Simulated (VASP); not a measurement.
Shape and ions are relaxed at each volume.

Energy against volume of Tm (hcp). These are rev-vdW-DF2, VASP's PBE PAW potentials (set 64) (plane waves; VASP 6.6.1) values and carry that method's errors.

The 4f electrons are frozen in the core of the lanthanide potential, so 4f levels, which can set the real gap, and their magnetism are missing.

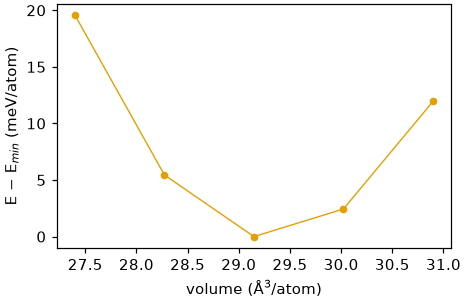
Figure: Energy against volume

Q: Estimate the equilibrium volume and the bulk modulus.

A: The minimum lies near 29.3 Å³/atom, and the curvature gives B0 of about 47 GPa.

Measured: bulk modulus 44.5 GPa (computed value off by +6.4 %), as given by Wikipedia, Thulium (infobox). The calculation is for a static lattice, while the measured bulk modulus holds thermal and zero-point effects, which are part of the difference.

The compound is Tm in the hcp structure. It was relaxed first.
